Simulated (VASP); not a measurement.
Band structure of Pt (space group Fm-3m). Computed with PBE GGA, VASP's PBE PAW potentials (set 64) (plane waves; VASP).

Unless said otherwise, spin-orbit coupling is left out, though it shifts the bands of the heavy elements here.

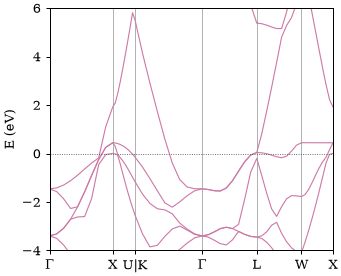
*Bands along high-symmetry lines, zero at the valence-band maximum or, without a gap, the Fermi level*

Q: Read the plot: is there a gap, and where are the band edges?

A: It has no gap at this level: it comes out as a metal or semimetal.

The structure comes from a computed database's Pt entry; how it stands against other phases isn't given here. The cell was not relaxed at this level.
